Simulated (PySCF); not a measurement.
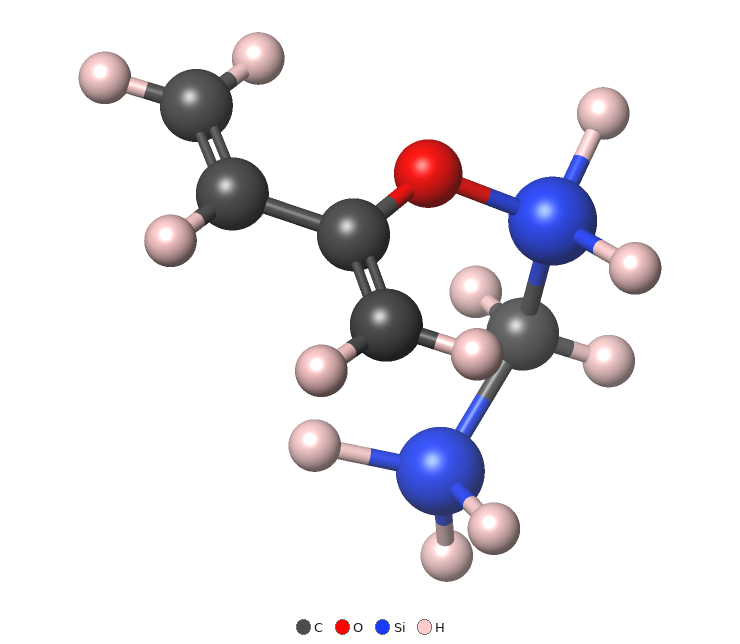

Computed geometry: PBE0-D3(BJ)/def2-SVP optimisation. No frequency run is at hand to confirm it as a minimum.

Draw it as a skeletal formula.

SMILES: C=CC(=C)O[SiH2]C[SiH3]

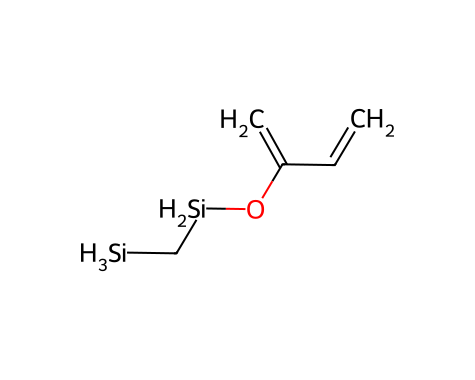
